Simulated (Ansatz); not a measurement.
**One shape, several levels: AlCl (aluminium monochloride)**

Wanted: a comparison of 6 runs (HF/STO-3G, HF/aug-cc-pVTZ, BHLYP/aug-cc-pVTZ, PBE0/aug-cc-pVTZ, BCCD(T)/aug-cc-pVTZ, CCSD(T)/aug-cc-pVTZ) of AlCl (aluminium monochloride). 

Program for the calculation: Ansatz 0.2.0.

34 further runs of the same task are left out: 34 set aside as unsound or not needed.

**1. Starting point**

AlCl: 2 atoms, total charge 0, spin state singlet. SMILES: `[Al][Cl]`. The Al1–Cl2 distance was set to 3.195 Å, away from the relaxed value.

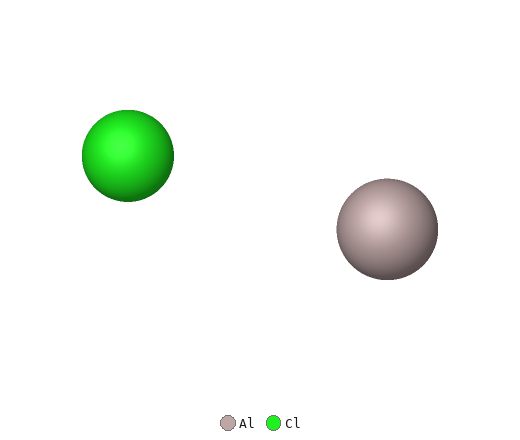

The structure, seen from a chosen angle (aluminium light grey, chlorine green).

**2. A single-point energy at HF/STO-3G (run 1)**

File run.yaml:

```yaml
crystal:
  periodic: [false, false, false]
  atoms:
    - symbol: Al
      position_ang: [0.000000, 0.000000, -1.065087]
    - symbol: Cl
      position_ang: [0.000000, 0.000000, 2.130113]
basis:
  gaussian:
    orbitals: STO-3G
output:
  orbitals: {seedname: orbitals}
accuracy: high
hamiltonian:
  xc: hf
magnetization:
  spin_polarized: false
  initial_magnetization: 0
```

Command:

```console
$ ansatz run run.yaml --threads 1 --pin off --max-ram 3480MiB --events-out events.jsonl --progress --plain --runs-dir runs
```

The program printed:

```text
Warning: RAYON_NUM_THREADS=1 ignored (pool sized by the plan → 1); use --threads N
Functional definition: HF
  name "HF"
  exchange = exact_x
  correlation = 0
276 factors; integrals over basis functions are off by at most 2.6e-9 eV
mean field evaluation 1: about -18871.9113 eV, gradient 7.7e0 eV
mean field evaluation 2: about -18871.9234 eV, gradient 7.6e0 eV
mean field evaluation 4: about -18872.5304 eV, gradient 4.5e-1 eV
mean field evaluation 8: about -18872.5312 eV, gradient 1.8e-5 eV
mean field -18872.53123361 eV, -693.5527305742 hartree, gradient 1.9e-8 eV, S^2 0.000000; 0 other end points of the search recorded, 0 dependent functions left out
reference -18872.53123361 eV, -693.5527305742 hartree; 15, 15 occupied and 3, 3 virtual orbitals, 276 factors
Total energy: -18872.53123361 eV, -693.5527305742 hartree
```

It took 0.55 s on 1 thread of AMD EPYC 7R13 (Zen 3), shared host.

**3. A single-point energy at HF/aug-cc-pVTZ (run 2)**

File in.yaml:

```yaml
crystal:
  periodic: [false, false, false]
  atoms:
    - symbol: Al
      position_ang: [0.000000, 0.000000, -1.065087]
    - symbol: Cl
      position_ang: [0.000000, 0.000000, 2.130113]
basis:
  gaussian:
    orbitals: aug-cc-pVTZ
hamiltonian:
  xc: hf
accuracy: high
output: {orbitals: {seedname: orbitals}}
```

Command:

```console
$ ansatz run in.yaml --threads 1 --pin off --max-ram 3480MiB --events-out events.jsonl --progress --plain --runs-dir runs
```

The program printed:

```text
Warning: RAYON_NUM_THREADS=1 ignored (pool sized by the plan → 1); use --threads N
[... 4 set-up lines as earlier in the session ...]
1301 factors; integrals over basis functions are off by at most 3.5e-9 eV
mean field evaluation 1: about -19085.5538 eV, gradient 1.9e1 eV
mean field evaluation 2: about -19085.5555 eV, gradient 1.9e1 eV
mean field evaluation 4: about -19087.1019 eV, gradient 1.4e0 eV
mean field evaluation 8: about -19087.1184 eV, gradient 6.3e-4 eV
mean field evaluation 16: about -19087.1184 eV, gradient 2.4e-8 eV
mean field -19087.11837623 eV, -701.4386626129 hartree, gradient 2.5e-8 eV, S^2 0.000000; 0 other end points of the search recorded, 0 dependent functions left out
reference -19087.11837623 eV, -701.4386626129 hartree; 15, 15 occupied and 85, 85 virtual orbitals, 1301 factors
Total energy: -19087.11837623 eV, -701.4386626129 hartree
```

Run time: 2.2 s. Hardware: 1 thread of AMD EPYC 7R13 (Zen 3), shared host; peak memory 0.2 GiB.

Runs 3 to 5 aren't shown in full; the table further down has their settings and results.

**4. A single-point energy at CCSD(T)/aug-cc-pVTZ (run 6)**

File in.yaml:

```yaml
crystal:
  periodic: [false, false, false]
  atoms:
    - {symbol: Al, position_ang: [0.000000, 0.000000, -1.065087]}
    - {symbol: Cl, position_ang: [0.000000, 0.000000, 2.130113]}
basis:
  gaussian: {orbitals: aug-cc-pVTZ}
scf: {omitted_lower_state_checks: [cluster_reference, increment]}
accuracy: high
magnetization: {spin_polarized: false, initial_magnetization: 0}
correlation: {method: ccsd_t, frozen_orbitals: {Al: 5, Cl: 5}}
```

Command:

```console
$ ansatz run in.yaml --threads 1 --pin off --max-ram 3480MiB --events-out events.jsonl --progress --plain --runs-dir runs
```

The program printed, shortened:

```text
Warning: RAYON_NUM_THREADS=1 ignored (pool sized by the plan → 1); use --threads N
[... 2 set-up lines as earlier in the session ...]
[...]
1301 factors; integrals over basis functions are off by at most 3.5e-9 eV
[...]
mean field -19087.11837623 eV, -701.4386626129 hartree, gradient 2.5e-8 eV, S^2 0.000000; 0 other end points of the search recorded, 0 dependent functions left out
10 core orbitals not correlated: weight in the atoms' cores, before any rotation towards them, 1.000 or more for the frozen orbitals, at most 0.000 for the correlated occupied ones
reference -19087.11837623 eV, -701.4386626129 hartree; 5, 5 occupied and 85, 85 virtual orbitals, 1301 factors
second order -6.62033800 eV of doubles, -0.00000000 eV of singles
cycle   1  -7.04510805 eV  change   -4.2e-1 eV  update   8.1e-2
[...]
cycle  25  -7.30841065 eV  change   4.5e-10 eV  update   1.2e-9
perturbative correction -0.33348895 eV, -0.0122554930 hartree
Total energy: -19094.76027584 eV, -701.7194972436 hartree
Checks for a lower state left out: cluster_reference, increment
```

Run time: 5.7 s. Hardware: 1 thread of AMD EPYC 7R13 (Zen 3), shared host; peak memory 0.47 GiB.

**5. The series**

```csv
run,level,frozen core orbitals,energy (Eh),HOMO energy (eV),LUMO energy (eV),HOMO–LUMO gap (eV),wall time
1,HF/STO-3G,–,-693.552731,-4.20,5.83,10.03,0.55 s
2,HF/aug-cc-pVTZ,–,-701.438663,-9.45,-0.73,8.72,2.2 s
3,BHLYP/aug-cc-pVTZ,–,-702.645862,-7.74,-2.41,5.33,4.2 s
4,PBE0/aug-cc-pVTZ,–,-702.372134,-6.73,-3.14,3.59,4.5 s
5,BCCD(T)/aug-cc-pVTZ,10,-701.719514,–,–,–,8.4 s
6,CCSD(T)/aug-cc-pVTZ,10,-701.719497,–,–,–,5.7 s
```

**6. Outcome**

| quantity | value |
| --- | --- |
| run 6: total energy | -701.71950 Eh |
| run 6: correlation energy (10 core orbitals frozen) | -280.8 mEh |
| run 6: (T) correction | -12.26 mEh |
| run 6: T1 diagnostic | 0.018 |

**Reading.** Below the HF energy at the same shape and in the same basis (aug-cc-pVTZ): BCCD(T) -280.9 mEh; CCSD(T) -280.8 mEh. Over runs 1, 2, 3, 4 the HOMO–LUMO gap runs from 3.59 eV (PBE0/aug-cc-pVTZ) to 10.03 eV (HF/STO-3G). The two ends differ in method and basis. Totals of different functionals can't be ranked against each other. In run 1 the basis is minimal, so the values are rough. All runs together took 26 s, the longest 8.4 s.
